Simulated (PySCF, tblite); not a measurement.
# C3H6NSSi radical: geometry, infrared bands and EPR parameters

Wanted: the infrared bands and EPR parameters of C3H6NSSi radical (`[H]/N=[C]/C=C\S[SiH3]`), by calculation.

Programs: tblite 0.8.0 and PySCF 2.14.0, with density-fitted response routines of our own. Each step states its level of theory. These are calculated values for one molecule in the gas phase, unless marked as measured. Atoms are numbered from 0 throughout.

### Step 1. Starting geometry

12 atoms, charge 0, multiplicity 2; geometry from: force field or distance geometry start.

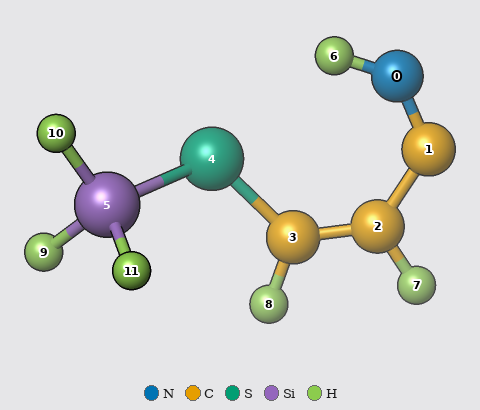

The starting geometry (nitrogen blue, carbon amber, sulfur teal, silicon purple, hydrogen green), atoms numbered.

### Step 2. Geometry optimisation with GFN2-xTB

What the job is given:

```
{"job": {"kind": "relax", "xc": "GFN2-xTB", "basis": "xTB"}, "charge": 0, "multiplicity": 2}
N     -2.287400     1.219100     1.142300
C     -2.629200     0.050800     0.849900
C     -1.722800    -0.999400     0.459700
C     -0.438000    -0.958200     0.289600
S      0.645300     0.402600     0.545800
Si     2.159900     0.619800    -0.907400
H     -1.378100     1.674800     1.146200
H     -2.205100    -1.975400     0.249500
H      0.046700    -1.916300    -0.024700
H      3.276000    -0.315900    -0.577600
H      2.766500     1.961200    -0.911900
H      1.767400     0.236200    -2.287400
```

The run is started by

```console
OMP_NUM_THREADS=1 python probes_run.py task.json out
```

This one command runs all jobs of the session in turn.

**Question.** This job is followed by: GFN2-xTB harmonic vibrations, gas phase; UKS B3LYP, pcH-1 on C H N S Si, non-relativistic, mean-field spin-orbit, GIAO. Predict these results of the whole session: strongest single infrared mode (GFN2-xTB); zero-point energy (GFN2-xTB); g(iso) (B3LYP); ⟨S²⟩; largest a(iso) (averaged by class); potential on the surface of density 0.002 e/bohr³, 1st and 99th percentile.

The runs gave:

| quantity | value |
| --- | --- |
| strongest single infrared mode (GFN2-xTB) | 2130 cm⁻¹, 566 km/mol |
| zero-point energy (GFN2-xTB) | 46.8 kcal/mol |
| g(iso) (B3LYP) | 2.00335 |
| ⟨S²⟩ | 0.765 (exact 0.75) |
| largest a(iso) (averaged by class) | 1H on H6, 121.0 MHz |
| potential on the surface of density 0.002 e/bohr³, 1st and 99th percentile | -1.31 V and 1.80 V |

The optimisation took 108 steps and gained 1.420 eV; among the close pairs (by a distance rule), C1–C2 changed most, from 1.441 to 1.332 Å. All 30 modes are real, so the xTB geometry is a minimum. The strongest single mode, at 2130 cm⁻¹, moves mainly C1. Unscaled tight-binding wavenumbers are off by several per cent, some by more. Its intensities can rank the bands wrongly. The largest share of the spin, 0.64 e, sits on C3. The isotropic g lies 1.0 ppt above the free-electron value. These values are for one conformer; the search (at its own cheap level) found 2 more, at 0.03, 0.38 kcal/mol (those within 0.05 may be mirror or relabelled copies), and measured spectra average over such forms.
